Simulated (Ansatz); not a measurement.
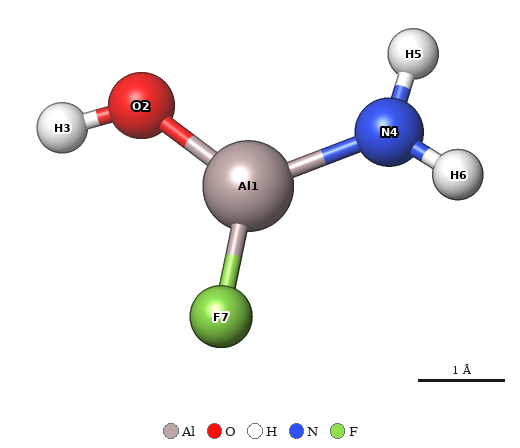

*The input geometry (ball-and-stick view, seen at a tilt; atoms are numbered from 1 in the order of the input). Sticks mark near contacts.*

Bond lengths as drawn: Al–F 1.67 Å, Al–N 1.76 Å, Al–O 1.70 Å, H–N 1.01 Å and H–O 0.96 Å.

Run report: AlNH3OF, molecular dynamics (part 1 of 5)

The run: molecular dynamics of AlNH3OF. Method and program: RKS B3LYP-D4/def2-SVP (Ansatz 0.2.0).

It belongs to a series of runs on one base structure; here: dynamics from the start. Figures and captions count atoms from 1; the log counts them from 0 in places.

## The input
```yaml
crystal:
  periodic: [false, false, false]
  atoms:
    - { symbol: Al, position_ang: [0.034512, 0.052639, -0.02831] }
    - { symbol: O, position_ang: [-0.034774, -0.425315, 1.596498] }
    - { symbol: H, position_ang: [-0.819618, -0.42563, 2.149959] }
    - { symbol: "N", position_ang: [1.560352, -0.007862, -0.897064] }
    - { symbol: H, position_ang: [2.43862, -0.316321, -0.493826] }
    - { symbol: H, position_ang: [1.687471, 0.258358, -1.86738] }
    - { symbol: F, position_ang: [-1.333463, 0.582731, -0.817777] }
basis:
  gaussian: { orbitals: def2-SVP }
hamiltonian:
  xc: b3lyp
  dispersion: d4
md:
  timestep: 0.5
  n_steps: 150
  ensemble: nve
  temperature: 700.0
  initial_velocities: maxwell_boltzmann
  seed: 516178
```

Hardware: 1 thread of Arm Neoverse V1, 24 GiB of memory available, shared host.

Launch command:
```bash
ansatz run input.yaml --threads 1 --pin off --max-ram 2048MiB --backend cpu --events-out ev --progress --plain --runs-dir out
```

## What the program printed
```
Engine: ansatz 0.2.0, aarch64-unknown-linux-gnu
Functional definition: B3LYP
  parameter a0 = 0.2
  parameter ax = 0.72
  parameter ac = 0.81
  exchange = (1 - a0 - ax)*slater_x + ax*b88_x + a0*exact_x
  correlation = (1 - ac)*vwn_rpa_c + ac*lyp_c
761 factors; integrals over basis functions are off by at most 4.6e-4 eV
mean field evaluation 1: about -12884.9121 eV, gradient 8.4e1 eV
mean field evaluation 2: about -12862.8717 eV, gradient 1.3e2 eV
mean field evaluation 4: about -12897.6623 eV, gradient 7.9e0 eV
mean field evaluation 8: about -12897.7693 eV, gradient 1.1e-1 eV
mean field -12897.76936139 eV, -473.9842816090 hartree, gradient 3.0e-5 eV, S^2 0.000000; 0 other end points of the search recorded, 0 dependent functions left out
the calculation of the forces begins
reference -12897.76959017 eV, -473.9842900164 hartree; 20, 20 occupied and 55, 55 virtual orbitals, 761 factors
md step     0: t =     0.00 fs  T =   700.0 K  F+E_penalty+E_count = -12897.93448082 eV  E_kin = 0.452410 eV  conserved = -12897.48207082 eV  (23 SCF iters)
these checks for a lower state are left out or cut short: starts, cluster_reference, orbital_swaps, neighbouring_geometries, increment
761 factors; integrals over basis functions are off by at most 4.8e-4 eV
mean field evaluation 16: about -12897.7511 eV, gradient 5.7e-3 eV
mean field -12897.76279549 eV, -473.9840403167 hartree, gradient 5.8e-6 eV, S^2 0.000000; 0 other end points of the search recorded, 0 dependent functions left out
the calculation of the forces begins
reference -12897.76302395 eV, -473.9840487124 hartree; 20, 20 occupied and 55, 55 virtual orbitals, 761 factors
md step     1: t =     0.50 fs  T =   690.0 K  F+E_penalty+E_count = -12897.92783322 eV  E_kin = 0.445942 eV  conserved = -12897.48189153 eV  (27 SCF iters, 3 dispersion substeps)
[... from here on the SCF iterations and repeated set-up lines of each step are left out, up to the last step ...]
md step     2: t =     1.00 fs  T =   664.0 K  F+E_penalty+E_count = -12897.91058561 eV  E_kin = 0.429115 eV  conserved = -12897.48147110 eV  (28 SCF iters, 3 dispersion substeps)
md step     3: t =     1.50 fs  T =   631.6 K  F+E_penalty+E_count = -12897.88924120 eV  E_kin = 0.408227 eV  conserved = -12897.48101463 eV  (27 SCF iters, 3 dispersion substeps)
md step     4: t =     2.00 fs  T =   603.7 K  F+E_penalty+E_count = -12897.87092418 eV  E_kin = 0.390174 eV  conserved = -12897.48074986 eV  (27 SCF iters, 3 dispersion substeps)
md step     5: t =     2.50 fs  T =   586.6 K  F+E_penalty+E_count = -12897.85988694 eV  E_kin = 0.379088 eV  conserved = -12897.48079919 eV  (28 SCF iters, 3 dispersion substeps)
md step     6: t =     3.00 fs  T =   579.5 K  F+E_penalty+E_count = -12897.85561288 eV  E_kin = 0.374504 eV  conserved = -12897.48110887 eV  (29 SCF iters, 3 dispersion substeps)
md step     7: t =     3.50 fs  T =   575.7 K  F+E_penalty+E_count = -12897.85356634 eV  E_kin = 0.372070 eV  conserved = -12897.48149657 eV  (29 SCF iters, 3 dispersion substeps)
md step     8: t =     4.00 fs  T =   566.5 K  F+E_penalty+E_count = -12897.84791804 eV  E_kin = 0.366147 eV  conserved = -12897.48177107 eV  (29 SCF iters, 3 dispersion substeps)
md step     9: t =     4.50 fs  T =   545.7 K  F+E_penalty+E_count = -12897.83449414 eV  E_kin = 0.352672 eV  conserved = -12897.48182184 eV  (28 SCF iters, 3 dispersion substeps)
md step    10: t =     5.00 fs  T =   512.0 K  F+E_penalty+E_count = -12897.81255894 eV  E_kin = 0.330922 eV  conserved = -12897.48163664 eV  (27 SCF iters, 3 dispersion substeps)
md step    11: t =     5.50 fs  T =   470.0 K  F+E_penalty+E_count = -12897.78506291 eV  E_kin = 0.303780 eV  conserved = -12897.48128245 eV  (28 SCF iters, 3 dispersion substeps)
md step    12: t =     6.00 fs  T =   428.1 K  F+E_penalty+E_count = -12897.75758029 eV  E_kin = 0.276692 eV  conserved = -12897.48088870 eV  (28 SCF iters, 3 dispersion substeps)
md step    13: t =     6.50 fs  T =   395.5 K  F+E_penalty+E_count = -12897.73623536 eV  E_kin = 0.255614 eV  conserved = -12897.48062096 eV  (27 SCF iters, 3 dispersion substeps)
md step    14: t =     7.00 fs  T =   378.3 K  F+E_penalty+E_count = -12897.72511282 eV  E_kin = 0.244497 eV  conserved = -12897.48061558 eV  (27 SCF iters, 3 dispersion substeps)
md step    15: t =     7.50 fs  T =   376.5 K  F+E_penalty+E_count = -12897.72419393 eV  E_kin = 0.243300 eV  conserved = -12897.48089365 eV  (27 SCF iters, 3 dispersion substeps)
md step    16: t =     8.00 fs  T =   383.4 K  F+E_penalty+E_count = -12897.72908999 eV  E_kin = 0.247764 eV  conserved = -12897.48132601 eV  (24 SCF iters, 3 dispersion substeps)
md step    17: t =     8.50 fs  T =   388.9 K  F+E_penalty+E_count = -12897.73304787 eV  E_kin = 0.251352 eV  conserved = -12897.48169589 eV  (28 SCF iters, 3 dispersion substeps)
md step    18: t =     9.00 fs  T =   384.4 K  F+E_penalty+E_count = -12897.73028084 eV  E_kin = 0.248464 eV  conserved = -12897.48181688 eV  (28 SCF iters, 3 dispersion substeps)
md step    19: t =     9.50 fs  T =   367.0 K  F+E_penalty+E_count = -12897.71884339 eV  E_kin = 0.237215 eV  conserved = -12897.48162794 eV  (28 SCF iters, 3 dispersion substeps)
md step    20: t =    10.00 fs  T =   341.0 K  F+E_penalty+E_count = -12897.70157894 eV  E_kin = 0.220356 eV  conserved = -12897.48122254 eV  (29 SCF iters, 3 dispersion substeps)
md step    21: t =    10.50 fs  T =   315.4 K  F+E_penalty+E_count = -12897.68467480 eV  E_kin = 0.203868 eV  conserved = -12897.48080668 eV  (28 SCF iters, 3 dispersion substeps)
md step    22: t =    11.00 fs  T =   300.0 K  F+E_penalty+E_count = -12897.67449286 eV  E_kin = 0.193898 eV  conserved = -12897.48059512 eV  (29 SCF iters, 3 dispersion substeps)
md step    23: t =    11.50 fs  T =   299.6 K  F+E_penalty+E_count = -12897.67428972 eV  E_kin = 0.193601 eV  conserved = -12897.48068847 eV  (28 SCF iters, 3 dispersion substeps)
md step    24: t =    12.00 fs  T =   312.0 K  F+E_penalty+E_count = -12897.68267061 eV  E_kin = 0.201654 eV  conserved = -12897.48101629 eV  (29 SCF iters, 3 dispersion substeps)
md step    25: t =    12.50 fs  T =   329.9 K  F+E_penalty+E_count = -12897.69461429 eV  E_kin = 0.213218 eV  conserved = -12897.48139644 eV  (29 SCF iters, 3 dispersion substeps)
md step    26: t =    13.00 fs  T =   344.4 K  F+E_penalty+E_count = -12897.70421399 eV  E_kin = 0.222559 eV  conserved = -12897.48165480 eV  (29 SCF iters, 3 dispersion substeps)
md step    27: t =    13.50 fs  T =   349.2 K  F+E_penalty+E_count = -12897.70737817 eV  E_kin = 0.225674 eV  conserved = -12897.48170435 eV  (27 SCF iters, 3 dispersion substeps)
md step    28: t =    14.00 fs  T =   343.1 K  F+E_penalty+E_count = -12897.70326264 eV  E_kin = 0.221714 eV  conserved = -12897.48154899 eV  (28 SCF iters, 3 dispersion substeps)
md step    29: t =    14.50 fs  T =   329.6 K  F+E_penalty+E_count = -12897.69427751 eV  E_kin = 0.213024 eV  conserved = -12897.48125387 eV  (29 SCF iters, 3 dispersion substeps)
md step    30: t =    15.00 fs  T =   315.9 K  F+E_penalty+E_count = -12897.68506145 eV  E_kin = 0.204137 eV  conserved = -12897.48092430 eV  (29 SCF iters, 3 dispersion substeps)
md step    31: t =    15.50 fs  T =   309.6 K  F+E_penalty+E_count = -12897.68077387 eV  E_kin = 0.200084 eV  conserved = -12897.48068982 eV  (29 SCF iters, 3 dispersion substeps)
md step    32: t =    16.00 fs  T =   316.2 K  F+E_penalty+E_count = -12897.68503373 eV  E_kin = 0.204369 eV  conserved = -12897.48066428 eV  (28 SCF iters, 3 dispersion substeps)
md step    33: t =    16.50 fs  T =   336.2 K  F+E_penalty+E_count = -12897.69816812 eV  E_kin = 0.217285 eV  conserved = -12897.48088263 eV  (24 SCF iters, 3 dispersion substeps)
md step    34: t =    17.00 fs  T =   364.3 K  F+E_penalty+E_count = -12897.71671670 eV  E_kin = 0.235454 eV  conserved = -12897.48126233 eV  (27 SCF iters, 3 dispersion substeps)
md step    35: t =    17.50 fs  T =   391.6 K  F+E_penalty+E_count = -12897.73473543 eV  E_kin = 0.253101 eV  conserved = -12897.48163417 eV  (28 SCF iters, 3 dispersion substeps)
md step    36: t =    18.00 fs  T =   409.4 K  F+E_penalty+E_count = -12897.74641585 eV  E_kin = 0.264588 eV  conserved = -12897.48182823 eV  (27 SCF iters, 3 dispersion substeps)
md step    37: t =    18.50 fs  T =   413.1 K  F+E_penalty+E_count = -12897.74871897 eV  E_kin = 0.266961 eV  conserved = -12897.48175780 eV  (27 SCF iters, 3 dispersion substeps)
md step    38: t =    19.00 fs  T =   404.2 K  F+E_penalty+E_count = -12897.74272525 eV  E_kin = 0.261265 eV  conserved = -12897.48146073 eV  (27 SCF iters, 3 dispersion substeps)
md step    39: t =    19.50 fs  T =   389.8 K  F+E_penalty+E_count = -12897.73304166 eV  E_kin = 0.251954 eV  conserved = -12897.48108805 eV  (27 SCF iters, 3 dispersion substeps)
md step    40: t =    20.00 fs  T =   378.5 K  F+E_penalty+E_count = -12897.72545859 eV  E_kin = 0.244622 eV  conserved = -12897.48083617 eV  (27 SCF iters, 3 dispersion substeps)
md step    41: t =    20.50 fs  T =   376.1 K  F+E_penalty+E_count = -12897.72393457 eV  E_kin = 0.243097 eV  conserved = -12897.48083798 eV  (28 SCF iters, 3 dispersion substeps)
md step    42: t =    21.00 fs  T =   382.9 K  F+E_penalty+E_count = -12897.72856346 eV  E_kin = 0.247484 eV  conserved = -12897.48107982 eV  (28 SCF iters, 3 dispersion substeps)
md step    43: t =    21.50 fs  T =   393.5 K  F+E_penalty+E_count = -12897.73574261 eV  E_kin = 0.254323 eV  conserved = -12897.48141913 eV  (28 SCF iters, 3 dispersion substeps)
md step    44: t =    22.00 fs  T =   400.1 K  F+E_penalty+E_count = -12897.74029337 eV  E_kin = 0.258607 eV  conserved = -12897.48168675 eV  (27 SCF iters, 3 dispersion substeps)
md step    45: t =    22.50 fs  T =   396.5 K  F+E_penalty+E_count = -12897.73805006 eV  E_kin = 0.256272 eV  conserved = -12897.48177849 eV  (28 SCF iters, 3 dispersion substeps)
md step    46: t =    23.00 fs  T =   380.4 K  F+E_penalty+E_count = -12897.72753271 eV  E_kin = 0.245856 eV  conserved = -12897.48167630 eV  (29 SCF iters, 3 dispersion substeps)
md step    47: t =    23.50 fs  T =   354.1 K  F+E_penalty+E_count = -12897.71029937 eV  E_kin = 0.228875 eV  conserved = -12897.48142405 eV  (29 SCF iters, 3 dispersion substeps)
md step    48: t =    24.00 fs  T =   323.6 K  F+E_penalty+E_count = -12897.69027043 eV  E_kin = 0.209164 eV  conserved = -12897.48110647 eV  (28 SCF iters, 3 dispersion substeps)
md step    49: t =    24.50 fs  T =   296.3 K  F+E_penalty+E_count = -12897.67235498 eV  E_kin = 0.191516 eV  conserved = -12897.48083856 eV  (29 SCF iters, 3 dispersion substeps)
md step    50: t =    25.00 fs  T =   278.3 K  F+E_penalty+E_count = -12897.66061902 eV  E_kin = 0.179883 eV  conserved = -12897.48073623 eV  (28 SCF iters, 3 dispersion substeps)
md step    51: t =    25.50 fs  T =   271.8 K  F+E_penalty+E_count = -12897.65650639 eV  E_kin = 0.175649 eV  conserved = -12897.48085693 eV  (24 SCF iters, 3 dispersion substeps)
md step    52: t =    26.00 fs  T =   273.7 K  F+E_penalty+E_count = -12897.65801095 eV  E_kin = 0.176861 eV  conserved = -12897.48115022 eV  (27 SCF iters, 3 dispersion substeps)
md step    53: t =    26.50 fs  T =   277.0 K  F+E_penalty+E_count = -12897.66050077 eV  E_kin = 0.179029 eV  conserved = -12897.48147140 eV  (27 SCF iters, 3 dispersion substeps)
md step    54: t =    27.00 fs  T =   274.4 K  F+E_penalty+E_count = -12897.65896839 eV  E_kin = 0.177313 eV  conserved = -12897.48165532 eV  (28 SCF iters, 3 dispersion substeps)
md step    55: t =    27.50 fs  T =   261.5 K  F+E_penalty+E_count = -12897.65058889 eV  E_kin = 0.168990 eV  conserved = -12897.48159865 eV  (28 SCF iters, 3 dispersion substeps)
md step    56: t =    28.00 fs  T =   239.8 K  F+E_penalty+E_count = -12897.63630940 eV  E_kin = 0.154997 eV  conserved = -12897.48131216 eV  (28 SCF iters, 3 dispersion substeps)
md step    57: t =    28.50 fs  T =   216.2 K  F+E_penalty+E_count = -12897.62063710 eV  E_kin = 0.139706 eV  conserved = -12897.48093155 eV  (28 SCF iters, 3 dispersion substeps)
md step    58: t =    29.00 fs  T =   199.3 K  F+E_penalty+E_count = -12897.60950068 eV  E_kin = 0.128837 eV  conserved = -12897.48066362 eV  (28 SCF iters, 3 dispersion substeps)
md step    59: t =    29.50 fs  T =   195.6 K  F+E_penalty+E_count = -12897.60708190 eV  E_kin = 0.126419 eV  conserved = -12897.48066296 eV  (28 SCF iters, 3 dispersion substeps)
md step    60: t =    30.00 fs  T =   205.1 K  F+E_penalty+E_count = -12897.61347876 eV  E_kin = 0.132556 eV  conserved = -12897.48092240 eV  (29 SCF iters, 3 dispersion substeps)
md step    61: t =    30.50 fs  T =   222.0 K  F+E_penalty+E_count = -12897.62478372 eV  E_kin = 0.143497 eV  conserved = -12897.48128657 eV  (29 SCF iters, 3 dispersion substeps)
md step    62: t =    31.00 fs  T =   238.0 K  F+E_penalty+E_count = -12897.63538569 eV  E_kin = 0.153812 eV  conserved = -12897.48157404 eV  (29 SCF iters, 3 dispersion substeps)
md step    63: t =    31.50 fs  T =   246.1 K  F+E_penalty+E_count = -12897.64074040 eV  E_kin = 0.159057 eV  conserved = -12897.48168342 eV  (28 SCF iters, 3 dispersion substeps)
md step    64: t =    32.00 fs  T =   243.5 K  F+E_penalty+E_count = -12897.63901468 eV  E_kin = 0.157405 eV  conserved = -12897.48160980 eV  (28 SCF iters, 3 dispersion substeps)
md step    65: t =    32.50 fs  T =   231.9 K  F+E_penalty+E_count = -12897.63126183 eV  E_kin = 0.149856 eV  conserved = -12897.48140573 eV  (27 SCF iters, 3 dispersion substeps)
md step    66: t =    33.00 fs  T =   215.8 K  F+E_penalty+E_count = -12897.62063466 eV  E_kin = 0.139486 eV  conserved = -12897.48114844 eV  (28 SCF iters, 3 dispersion substeps)
md step    67: t =    33.50 fs  T =   201.5 K  F+E_penalty+E_count = -12897.61114468 eV  E_kin = 0.130218 eV  conserved = -12897.48092672 eV  (29 SCF iters, 3 dispersion substeps)
md step    68: t =    34.00 fs  T =   194.0 K  F+E_penalty+E_count = -12897.60622884 eV  E_kin = 0.125403 eV  conserved = -12897.48082623 eV  (28 SCF iters, 3 dispersion substeps)
md step    69: t =    34.50 fs  T =   195.7 K  F+E_penalty+E_count = -12897.60740259 eV  E_kin = 0.126504 eV  conserved = -12897.48089843 eV  (24 SCF iters, 3 dispersion substeps)
md step    70: t =    35.00 fs  T =   204.8 K  F+E_penalty+E_count = -12897.61347617 eV  E_kin = 0.132345 eV  conserved = -12897.48113107 eV  (29 SCF iters, 3 dispersion substeps)
md step    71: t =    35.50 fs  T =   215.6 K  F+E_penalty+E_count = -12897.62077958 eV  E_kin = 0.139339 eV  conserved = -12897.48144067 eV  (29 SCF iters, 3 dispersion substeps)
md step    72: t =    36.00 fs  T =   221.0 K  F+E_penalty+E_count = -12897.62449862 eV  E_kin = 0.142805 eV  conserved = -12897.48169336 eV  (27 SCF iters, 3 dispersion substeps)
md step    73: t =    36.50 fs  T =   215.1 K  F+E_penalty+E_count = -12897.62077947 eV  E_kin = 0.139028 eV  conserved = -12897.48175159 eV  (28 SCF iters, 3 dispersion substeps)
md step    74: t =    37.00 fs  T =   197.0 K  F+E_penalty+E_count = -12897.60883582 eV  E_kin = 0.127289 eV  conserved = -12897.48154693 eV  (28 SCF iters, 3 dispersion substeps)
md step    75: t =    37.50 fs  T =   171.4 K  F+E_penalty+E_count = -12897.59193124 eV  E_kin = 0.110783 eV  conserved = -12897.48114805 eV  (28 SCF iters, 3 dispersion substeps)
md step    76: t =    38.00 fs  T =   147.8 K  F+E_penalty+E_count = -12897.57626327 eV  E_kin = 0.095510 eV  conserved = -12897.48075312 eV  (29 SCF iters, 3 dispersion substeps)
md step    77: t =    38.50 fs  T =   135.2 K  F+E_penalty+E_count = -12897.56793525 eV  E_kin = 0.087362 eV  conserved = -12897.48057314 eV  (29 SCF iters, 3 dispersion substeps)
md step    78: t =    39.00 fs  T =   137.8 K  F+E_penalty+E_count = -12897.56976963 eV  E_kin = 0.089083 eV  conserved = -12897.48068667 eV  (29 SCF iters, 3 dispersion substeps)
md step    79: t =    39.50 fs  T =   153.3 K  F+E_penalty+E_count = -12897.58007756 eV  E_kin = 0.099076 eV  conserved = -12897.48100198 eV  (29 SCF iters, 3 dispersion substeps)
md step    80: t =    40.00 fs  T =   174.3 K  F+E_penalty+E_count = -12897.59397629 eV  E_kin = 0.112629 eV  conserved = -12897.48134743 eV  (28 SCF iters, 3 dispersion substeps)
md step    81: t =    40.50 fs  T =   192.5 K  F+E_penalty+E_count = -12897.60598731 eV  E_kin = 0.124403 eV  conserved = -12897.48158402 eV  (28 SCF iters, 3 dispersion substeps)
md step    82: t =    41.00 fs  T =   202.1 K  F+E_penalty+E_count = -12897.61225595 eV  E_kin = 0.130609 eV  conserved = -12897.48164661 eV  (28 SCF iters, 3 dispersion substeps)
md step    83: t =    41.50 fs  T =   201.4 K  F+E_penalty+E_count = -12897.61167958 eV  E_kin = 0.130152 eV  conserved = -12897.48152749 eV  (28 SCF iters, 3 dispersion substeps)
md step    84: t =    42.00 fs  T =   193.1 K  F+E_penalty+E_count = -12897.60608275 eV  E_kin = 0.124821 eV  conserved = -12897.48126127 eV  (27 SCF iters, 3 dispersion substeps)
md step    85: t =    42.50 fs  T =   183.7 K  F+E_penalty+E_count = -12897.59963326 eV  E_kin = 0.118699 eV  conserved = -12897.48093419 eV  (29 SCF iters, 3 dispersion substeps)
md step    86: t =    43.00 fs  T =   180.6 K  F+E_penalty+E_count = -12897.59741589 eV  E_kin = 0.116730 eV  conserved = -12897.48068545 eV  (25 SCF iters, 3 dispersion substeps)
md step    87: t =    43.50 fs  T =   189.6 K  F+E_penalty+E_count = -12897.60323048 eV  E_kin = 0.122570 eV  conserved = -12897.48066046 eV  (28 SCF iters, 3 dispersion substeps)
md step    88: t =    44.00 fs  T =   211.2 K  F+E_penalty+E_count = -12897.61738716 eV  E_kin = 0.136468 eV  conserved = -12897.48091958 eV  (28 SCF iters, 3 dispersion substeps)
md step    89: t =    44.50 fs  T =   239.0 K  F+E_penalty+E_count = -12897.63585410 eV  E_kin = 0.154482 eV  conserved = -12897.48137170 eV  (28 SCF iters, 3 dispersion substeps)
md step    90: t =    45.00 fs  T =   262.9 K  F+E_penalty+E_count = -12897.65171191 eV  E_kin = 0.169914 eV  conserved = -12897.48179806 eV  (28 SCF iters, 3 dispersion substeps)
md step    91: t =    45.50 fs  T =   273.2 K  F+E_penalty+E_count = -12897.65851971 eV  E_kin = 0.176556 eV  conserved = -12897.48196416 eV  (28 SCF iters, 3 dispersion substeps)
md step    92: t =    46.00 fs  T =   266.3 K  F+E_penalty+E_count = -12897.65388228 eV  E_kin = 0.172127 eV  conserved = -12897.48175526 eV  (27 SCF iters, 3 dispersion substeps)
md step    93: t =    46.50 fs  T =   247.4 K  F+E_penalty+E_count = -12897.64115312 eV  E_kin = 0.159894 eV  conserved = -12897.48125927 eV  (27 SCF iters, 3 dispersion substeps)
```
